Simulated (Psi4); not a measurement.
**Run report: AlH₃O, single-point calculation**

- system: AlH₃O (AlH2(OH)), SMILES [H][Al]([H])[OH]
- method: MP2/DZP, UHF (Psi4 1.11)

The geometry comes from this level: GFN2-xTB.

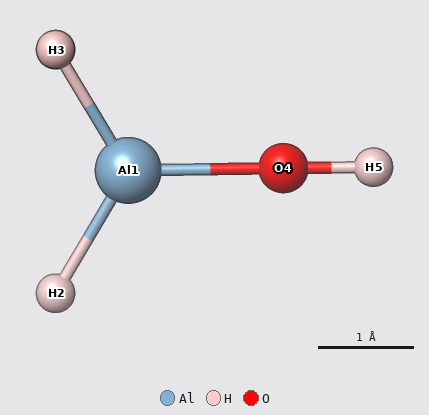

Figure 1. The structure as given in the input (ball-and-stick view, seen at an oblique angle; atoms are numbered from 1 in the order of the input). Sticks mark near contacts. Bond lengths as drawn: Al–H 1.53 Å, Al–O 1.64 Å and H–O 0.95 Å.

## Results in brief

```tsv
quantity	value
outcome	converged
total energy	−318.824145 hartree
SCF energy	−318.572550 hartree
MP2 energy	−318.824145 hartree
correlation energy	−0.251595 hartree
basis functions	55
HOMO of the SCF reference	−11.25 eV
LUMO of the SCF reference	2.25 eV
hardware	1 thread of AMD EPYC (Zen 5), 176 GiB of memory available, shared host
wall time	1.8 s
peak memory	0.22 GiB
```

## The input (job.inp)
```
memory 1600 MB

molecule mol {
  0 1
  Al
  H 1 1.531694
  H 1 1.531192 2 119.97083
  O 1 1.636213 3 119.99109 2 -179.99625
  H 4 0.949073 3 151.19093 1 -179.26139
  symmetry c1
  no_reorient
  no_com
}

set reference uhf
set freeze_core true
set mp2_type conv

result, w = energy('mp2/DZP', return_wfn=True)
```

Launch command:
```bash
psi4 -i job.inp -o job.out -n 1
```

## The program's output
```
Psi4 1.11 release

   => Loading Basis Set <=

    Name: DZP
    Role: ORBITAL
    Keyword: BASIS

         ---------------------------------------------------------
                                   SCF
                              UHF Reference
                        1 Threads,   1525 MiB Core
         ---------------------------------------------------------

  ==> Geometry <==

    Molecular point group: c1
    Full point group: C1

    Geometry (in Angstrom), charge = 0, multiplicity = 1:

       Center              X                  Y                   Z               Mass
    ------------   -----------------  -----------------  -----------------  -----------------
         AL          -0.000164629539     0.512516090154     0.296318406352    26.981538530000
         H           -0.000164629539     0.512516090154     1.828012406352     1.007825032230
         H           -0.000164629539     1.838956862881    -0.468602385174     1.007825032230
         O           -0.000071878648    -0.903941888342    -0.522729680101    15.994914619570
         H            0.005877495029    -1.726363761248    -0.996360788926     1.007825032230

  Running in c1 symmetry.

  Rotational constants: A =      4.75600  B =      0.48696  C =      0.44173 [cm^-1]
  Rotational constants: A = 142581.40476  B =  14598.58588  C =  13242.71732 [MHz]
  Nuclear repulsion =   53.319658214667015

  Charge       = 0
  Multiplicity = 1
  Electrons    = 24
  Nalpha       = 12
  Nbeta        = 12

  ==> Algorithm <==

  SCF Algorithm Type is PK.
  DIIS enabled.
  MOM disabled.
  Fractional occupation disabled.
  Guess Type is SAD.
  Energy threshold   = 1.00e-08
  Density threshold  = 1.00e-08
  Integral threshold = 1.00e-12

  ==> Primary Basis <==

  Basis Set: DZP
    Blend: DZP
    Number of shells: 27
    Number of basis functions: 55
    Number of Cartesian functions: 55
    Spherical Harmonics?: false
    Max angular momentum: 2

  ==> Integral Setup <==

  Using in-core PK algorithm.
   Calculation information:
      Number of atoms:                   5
      Number of AO shells:              27
      Number of primitives:             51
      Number of atomic orbitals:        55
      Number of basis functions:        55

      Integral cutoff                 1.00e-12
      Number of threads:                 1

  Performing in-core PK
  Using 2373140 doubles for integral storage.
  We computed 68783 shell quartets total.
  Whereas there are 71631 unique shell quartets.

  ==> DiskJK: Disk-Based J/K Matrices <==

    J tasked:                  Yes
    K tasked:                  Yes
    wK tasked:                  No
    Memory [MiB]:             1144
    Schwarz Cutoff:          1E-12

  Minimum eigenvalue in the overlap matrix is 5.1667293777E-03.
  Reciprocal condition number of the overlap matrix is 9.4238616114E-04.
    Using symmetric orthogonalization.

  ==> Pre-Iterations <==

  SCF Guess: Superposition of Atomic Densities via on-the-fly atomic UHF (no occupation information).

   -------------------------
    Irrep   Nso     Nmo
   -------------------------
     A         55      55
   -------------------------
    Total      55      55
   -------------------------

  ==> Iterations <==

                        Total Energy        Delta E     RMS |[F,P]|

   @UHF iter SAD:  -317.64248321544312   -3.17642e+02   0.00000e+00
   @UHF iter   1:  -318.48498228869840   -8.42499e-01   8.63924e-03 ADIIS/DIIS
   @UHF iter   2:  -318.53597944671429   -5.09972e-02   5.80895e-03 ADIIS/DIIS
   @UHF iter   3:  -318.57228456770804   -3.63051e-02   3.94529e-04 ADIIS/DIIS
   @UHF iter   4:  -318.57253581465864   -2.51247e-04   9.18080e-05 DIIS
   @UHF iter   5:  -318.57254980151959   -1.39869e-05   1.64828e-05 DIIS
   @UHF iter   6:  -318.57255040404544   -6.02526e-07   3.47542e-06 DIIS
   @UHF iter   7:  -318.57255044526289   -4.12174e-08   8.37528e-07 DIIS
   @UHF iter   8:  -318.57255044870595   -3.44306e-09   1.76565e-07 DIIS
   @UHF iter   9:  -318.57255044887654   -1.70587e-10   3.55279e-08 DIIS
   @UHF iter  10:  -318.57255044888228   -5.74119e-12   5.98783e-09 DIIS
  Energy and wave function converged.

  ==> Post-Iterations <==

   @Spin Contamination Metric:   3.552713679E-15
   @S^2 Expected:                0.000000000E+00
   @S^2 Observed:                3.552713679E-15
   @S   Expected:                0.000000000E+00
   @S   Observed:                0.000000000E+00

    Orbital Energies [Eh]
    ---------------------

    Alpha Occupied:

       1A    -58.457476     2A    -20.528077     3A     -4.875804
       4A     -3.190262     5A     -3.189794     6A     -3.187903
       7A     -1.301874     8A     -0.724351     9A     -0.515098
      10A     -0.513013    11A     -0.501559    12A     -0.413275

    Alpha Virtual:

      13A      0.082609    14A      0.156034    15A      0.210947
      16A      0.263936    17A      0.283660    18A      0.359213
      19A      0.559697    20A      0.567102    21A      0.611949
      22A      0.652301    23A      0.736018    24A      0.798580
      25A      0.812342    26A      0.951158    27A      0.967052
      28A      1.005412    29A      1.143885    30A      1.230594
      31A      1.392748    32A      1.466122    33A      1.614824
      34A      1.940519    35A      1.984961    36A      2.033077
      37A      2.185892    38A      2.214837    39A      2.226677
      40A      2.291618    41A      2.308966    42A      2.365742
      43A      2.743463    44A      2.857644    45A      2.923503
      46A      2.946077    47A      3.043928    48A      3.903795
      49A      4.343401    50A      5.334072    51A      5.579861
      52A      5.939978    53A      8.038387    54A     45.400041
      55A    128.451470

    Beta Occupied:

       1A    -58.457476     2A    -20.528077     3A     -4.875804
       4A     -3.190262     5A     -3.189794     6A     -3.187903
       7A     -1.301874     8A     -0.724351     9A     -0.515098
      10A     -0.513013    11A     -0.501559    12A     -0.413275

    Beta Virtual:

      13A      0.082609    14A      0.156034    15A      0.210947
      16A      0.263936    17A      0.283660    18A      0.359213
      19A      0.559697    20A      0.567102    21A      0.611949
      22A      0.652301    23A      0.736018    24A      0.798580
      25A      0.812342    26A      0.951158    27A      0.967052
      28A      1.005412    29A      1.143885    30A      1.230594
      31A      1.392748    32A      1.466122    33A      1.614824
      34A      1.940519    35A      1.984961    36A      2.033077
      37A      2.185892    38A      2.214837    39A      2.226677
      40A      2.291618    41A      2.308966    42A      2.365742
      43A      2.743463    44A      2.857644    45A      2.923503
      46A      2.946077    47A      3.043928    48A      3.903795
      49A      4.343401    50A      5.334072    51A      5.579861
      52A      5.939978    53A      8.038387    54A     45.400041
      55A    128.451470

    Final Occupation by Irrep:
              A
    DOCC [    12 ]
    SOCC [     0 ]
    NA   [    12 ]
    NB   [    12 ]

  @UHF Final Energy:  -318.57255044888228

   => Energetics <=

    Nuclear Repulsion Energy =             53.3196582146670153
    One-Electron Energy =                -548.9874427168076636
    Two-Electron Energy =                 177.0952340532583946
    Total Energy =                       -318.5725504488822253

  UHF NO Occupations:
  HONO-2 :   10  A 2.0000000
  HONO-1 :   11  A 2.0000000
  HONO-0 :   12  A 2.0000000
  LUNO+0 :   13  A 0.0000000
  LUNO+1 :   14  A 0.0000000
  LUNO+2 :   15  A 0.0000000
  LUNO+3 :   16  A 0.0000000

Computation Completed

Properties will be evaluated at   0.000000,   0.000000,   0.000000 [a0]

Properties computed using the SCF density matrix

 Multipole Moments:

 ------------------------------------------------------------------------------------
     Multipole            Electronic (a.u.)      Nuclear  (a.u.)        Total (a.u.)
 ------------------------------------------------------------------------------------

 L = 1.  Multiply by 2.5417464519 to convert [e a0] to [Debye]
 Dipole X            :         -0.0008058            0.0053536            0.0045478
 Dipole Y            :         -0.5289755            0.1063599           -0.4226156
 Dipole Z            :         -0.3056807            0.0630244           -0.2426563
 Magnitude           :                                                    0.4873466

 ------------------------------------------------------------------------------------

	total time  =          1 seconds =       0.02 minutes
 MINTS: Wrapper to libmints.

   Calculation information:
      Number of threads:                 1
      Number of atoms:                   5
      Number of AO shells:              27
      Number of SO shells:              27
      Number of primitives:             51
      Number of atomic orbitals:        55
      Number of basis functions:        55

      Number of irreps:                  1
      Integral cutoff                 1.00e-12
      Number of functions per irrep: [  55 ]

 OEINTS: Overlap, kinetic, potential, dipole, and quadrupole integrals
         stored in file 35.

      Computing two-electron integrals...done
      Computed 985557 non-zero two-electron integrals.
        Stored in file 33.

  Module OCC Options:
  ----------------------------------------------------------------------------
  ACTIVE                        => (empty)
  BASIS_RELATIVISTIC            => (empty)
  BENCH                         => (empty)
  CACHELEVEL                    => (empty)
  CCL_ENERGY                    => (empty)
  CC_MAXITER                    => (empty)
  CC_TYPE                       => (empty)
  CEPA_OS_SCALE                 => (empty)
  CEPA_SOS_SCALE                => (empty)
  CEPA_SS_SCALE                 => (empty)
  CEPA_TYPE                     => (empty)
  CI_TYPE                       => (empty)
  CUBEPROP_BASIS_FUNCTIONS      => (empty)
  CUBEPROP_FILEPATH             => (empty)
  CUBEPROP_ISOCONTOUR_THRESHOLD => (empty)
  CUBEPROP_ORBITALS             => (empty)
  CUBEPROP_TASKS                => (empty)
  CUBIC_BASIS_TOLERANCE         => (empty)
  CUBIC_BLOCK_MAX_POINTS        => (empty)
  CUBIC_GRID_OVERAGE            => (empty)
  CUBIC_GRID_SPACING            => (empty)
  CUTOFF                        => (empty)
  DDX                           => (empty)
  DEBUG                         => (empty)
  DERTYPE                       => (empty)
  DF_BASIS_CC                   => (empty)
  DIE_IF_NOT_CONVERGED          => (empty)
  DIIS_MAX_VECS                 => (empty)
  DIIS_MIN_VECS                 => (empty)
  DKH_ORDER                     => (empty)
  DOCC                          => (empty)
  DO_DIIS                       => (empty)
  DO_LEVEL_SHIFT                => (empty)
  DO_SCS                        => (empty)
  DO_SOS                        => (empty)
  E3_SCALE                      => (empty)
  EA_POLES                      => (empty)
  EKT_EA                        => (empty)
  EKT_IP                        => (empty)
  EP_EA_POLES                   => (empty)
  EP_IP_POLES                   => (empty)
  EP_MAXITER                    => (empty)
  EXTERNAL_POTENTIAL_SYMMETRY   => (empty)
  E_CONVERGENCE                 => 1e-06           !
  FREEZE_CORE                   => TRUE            !
  FREEZE_CORE_POLICY            => (empty)
  FROZEN_DOCC                   => (empty)
  FROZEN_UOCC                   => (empty)
  INTEGRAL_PACKAGE              => (empty)
  IP_POLES                      => (empty)
  LEVEL_SHIFT                   => (empty)
  LITERAL_CFOUR                 => (empty)
  LS_THC_BASIS_TOLERANCE        => (empty)
  LS_THC_DF                     => (empty)
  LS_THC_PRUNING_SCHEME         => (empty)
  LS_THC_RADIAL_POINTS          => (empty)
  LS_THC_SPHERICAL_POINTS       => (empty)
  LS_THC_S_EPSILON              => (empty)
  LS_THC_WEIGHTS_TOLERANCE      => (empty)
  MAT_NUM_COLUMN_PRINT          => (empty)
  MAX_MOGRAD_CONVERGENCE        => (empty)
  MAX_RADIAL_MOMENT             => (empty)
  MBIS_D_CONVERGENCE            => (empty)
  MBIS_MAXITER                  => (empty)
  MBIS_PRUNING_SCHEME           => (empty)
  MBIS_RADIAL_POINTS            => (empty)
  MBIS_SPHERICAL_POINTS         => (empty)
  MOGRAD_DAMPING                => (empty)
  MOLDEN_WITH_VIRTUAL           => (empty)
  MO_MAXITER                    => (empty)
  MO_READ                       => (empty)
  MO_STEP_MAX                   => (empty)
  MO_WRITE                      => (empty)
  MP2_OS_SCALE                  => (empty)
  MP2_SOS_SCALE                 => (empty)
  MP2_SOS_SCALE2                => (empty)
  MP2_SS_SCALE                  => (empty)
  MP2_TYPE                      => CONV            !
  MP_TYPE                       => (empty)
  NAT_ORBS                      => (empty)
  NUM_FROZEN_DOCC               => (empty)
  NUM_FROZEN_UOCC               => (empty)
  NUM_GPUS                      => (empty)
  OCC_ORBS_PRINT                => (empty)
  OEPROP                        => (empty)
  OPT_METHOD                    => (empty)
  ORBITAL_OPTIMIZER_PACKAGE     => (empty)
  ORB_OPT                       => FALSE           !
  ORB_RESP_SOLVER               => (empty)
  ORTH_TYPE                     => (empty)
  OS_SCALE                      => (empty)
  PARENT_SYMMETRY               => (empty)
  PCG_BETA_TYPE                 => (empty)
  PCG_CONVERGENCE               => (empty)
  PCG_MAXITER                   => (empty)
  PCM                           => (empty)
  PE                            => (empty)
  PRINT                         => (empty)
  PRINT_NOONS                   => (empty)
  PROPERTIES                    => (empty)
  PROPERTIES_ORIGIN             => (empty)
  PUREAM                        => (empty)
  QC_MODULE                     => (empty)
  RAS1                          => (empty)
  RAS2                          => (empty)
  RAS3                          => (empty)
  RAS4                          => (empty)
  RELATIVISTIC                  => (empty)
  RELAXED                       => (empty)
  REMP_A                        => (empty)
  RESTRICTED_DOCC               => (empty)
  RESTRICTED_UOCC               => (empty)
  RMS_MOGRAD_CONVERGENCE        => (empty)
  R_CONVERGENCE                 => (empty)
  SCF_TYPE                      => (empty)
  SCREENING                     => (empty)
  SCS_TYPE                      => (empty)
  SOCC                          => (empty)
  SOS_TYPE                      => (empty)
  SPIN_SCALE_TYPE               => NONE            !
  SS_SCALE                      => (empty)
  SYMMETRIZE                    => (empty)
  TPDM_ABCD_TYPE                => (empty)
  WFN                           => (empty)
  WFN_TYPE                      => OMP2            !
  WRITER_FILE_LABEL             => (empty)
  ZORA_BASIS_TOLERANCE          => (empty)
  ZORA_NR_DEBUG                 => (empty)
  ZORA_PRUNING_SCHEME           => (empty)
  ZORA_RADIAL_POINTS            => (empty)
  ZORA_SPHERICAL_POINTS         => (empty)

 ==============================================================================
 ==============================================================================
 ==============================================================================

                             MP2

 ==============================================================================
 ==============================================================================
 ==============================================================================

	MO spaces per irreps...

	IRREP   FC   AOCC  BOCC  AVIR    BVIR  FV
	==========================================
	   A     6     6     6    43     43     0
	==========================================

	Computing MP2 energy using SCF MOs (Canonical MP2)...
	==============================================================================
	Nuclear Repulsion Energy (a.u.)    :    53.31965821466702
	SCF Energy (a.u.)                  :  -318.57255044888228
	REF Energy (a.u.)                  :  -318.57255044888228
	Alpha-Alpha Contribution (a.u.)    :    -0.02828277476940
	Alpha-Beta Contribution (a.u.)     :    -0.19502926283718
	Beta-Beta Contribution (a.u.)      :    -0.02828277476940
	Scaled_SS Correlation Energy (a.u.):    -0.01885518317960
	Scaled_OS Correlation Energy (a.u.):    -0.23403511540462
	SCS-MP2 Total Energy (a.u.)        :  -318.82544074746653
	SOS-MP2 Total Energy (a.u.)        :  -318.80658556428688
	SCSN-MP2 Total Energy (a.u.)       :  -318.67210581607054
	SCS-MP2-VDW Total Energy (a.u.)    :  -318.85047068008328
	SOS-PI-MP2 Total Energy (a.u.)     :  -318.84559141685435
	MP2 Correlation Energy (a.u.)      :    -0.25159481237598
	MP2 Total Energy (a.u.)            :  -318.82414526125825
	==============================================================================

	total time  =          0 seconds =       0.00 minutes

    Psi4 run time: 0:00:00.87
```

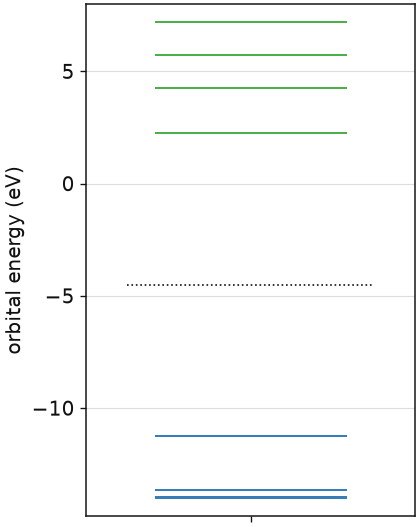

Figure 2. Orbital energies near the frontier (SCF reference); the dotted line parts filled from empty levels, and levels within 0.02 eV of each other stand side by side. Highest filled −11.25 eV, lowest empty 2.25 eV, 13.50 eV apart.
